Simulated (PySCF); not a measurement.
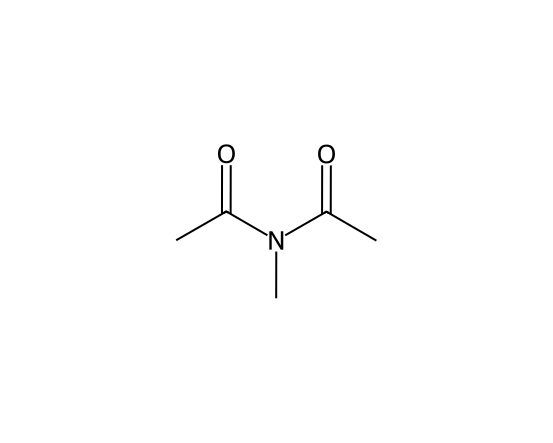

A structural formula.

Transcribe the drawing into SMILES.

Answer. CC(=O)N(C)C(C)=O

Give the formula, hydrogens included.

Answer. C5H9NO2.

More results for the same structure follow; atom numbers are the same in all pictures, views and colours differ. The geometry was computed by an optimisation with GFN2-xTB. No frequency run is at hand to confirm it as a minimum.

**NMR shielding**

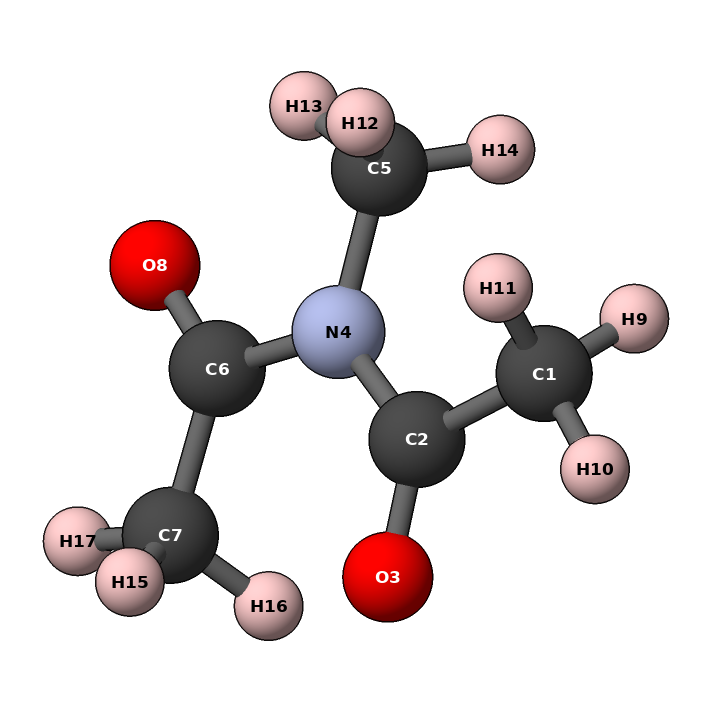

No frequency run is at hand to confirm it as a minimum. Properties computed with GIAO PBE0/pcSseg-1 NMR shielding, non-relativistic, gas phase (PySCF 2.14.0). Principal shieldings σ11 ≤ σ22 ≤ σ33, span Ω = σ33 − σ11, skew κ = 3(σiso − σ22)/Ω.

Give the shielding tensors of the O atoms.

| atom | σ11 | σ22 | σ33 | σiso | Ω | κ |
| --- | --- | --- | --- | --- | --- | --- |
| O3 | −543.8 | −247.3 | 313.3 | −159.3 | 857.1 | 0.31 |
| O8 | −537.8 | −231.5 | 298.1 | −157.1 | 835.8 | 0.27 |

Shieldings and span in ppm.

**Dipole moment**

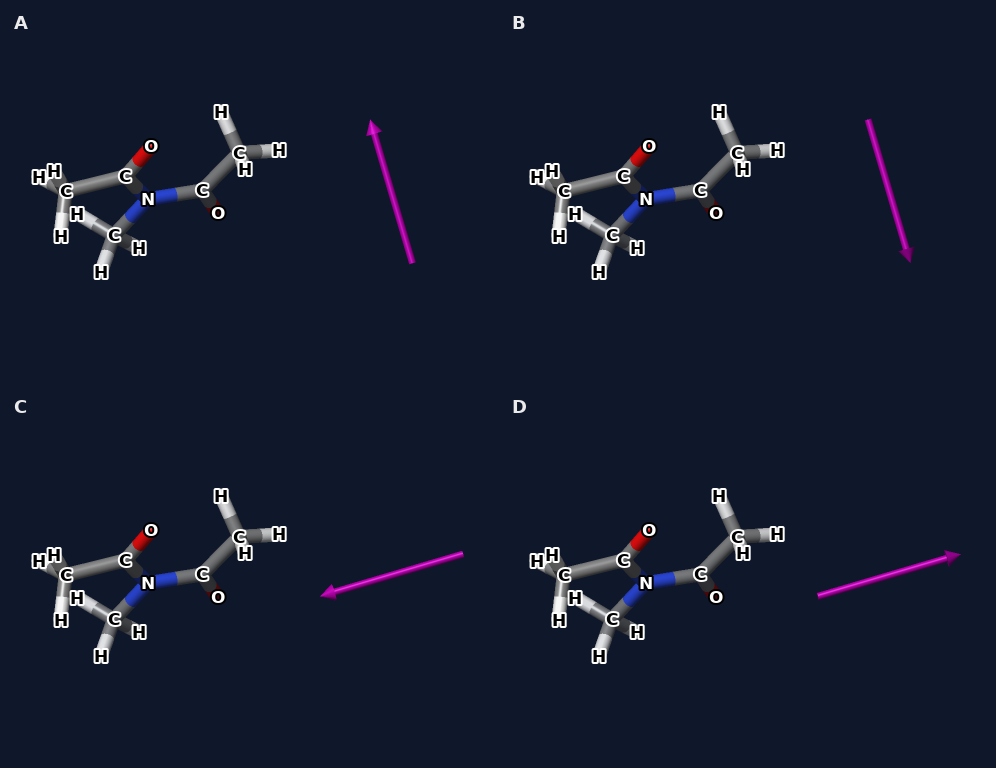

The same molecule four times, each with an arrow. No frequency run is at hand to confirm it as a minimum. Method: PBE0/pcSseg-1, gas phase (PySCF 2.14.0).

Which arrow points along the dipole moment, from the negative to the positive end?

Answer. C. The dipole moment is 3.01 D.

**Quadrupole coupling**

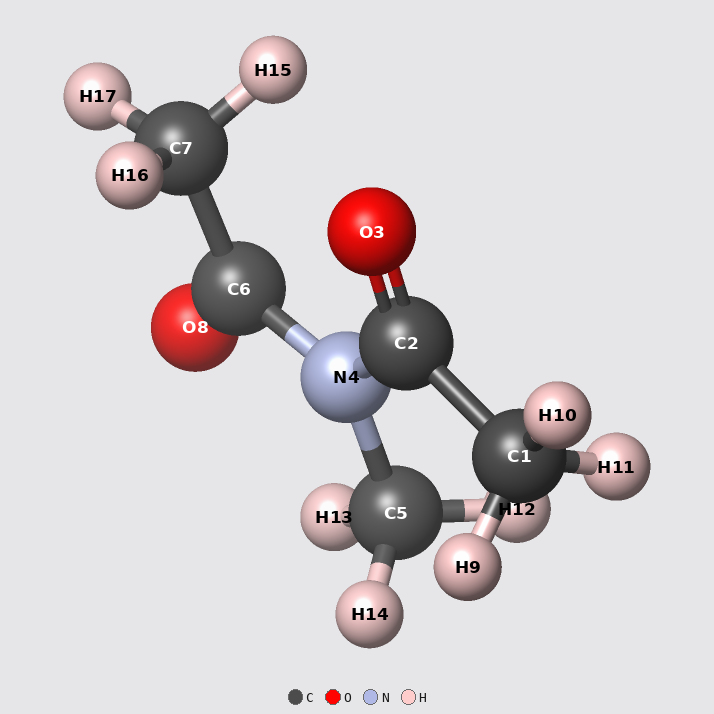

No frequency run is at hand to confirm it as a minimum. Electric field gradients from the ground-state density, PBE0/pcSseg-1 (PySCF 2.14.0), non-relativistic apart from any core potentials.

Give the largest field-gradient component, the quadrupole coupling constant and the asymmetry for 17O at O3 (Q = −25.6 mb), 14N at N4 (Q = 20.44 mb), 17O at O8 (Q = −25.6 mb), 2H at H9 (Q = 2.86 mb), 2H at H10 (Q = 2.86 mb), 2H at H11 (Q = 2.86 mb), 2H at H12 (Q = 2.86 mb).

```
atom  V_zz (a.u.)  e²qQ/h (MHz)     η
  O3       −1.793         10.78  0.15
  N4       −0.807         −3.88  0.08
  O8       −1.764         10.61  0.19
  H9        0.314         0.211  0.03
 H10        0.310         0.209  0.01
 H11        0.314         0.211  0.03
 H12        0.305         0.205  0.07
```
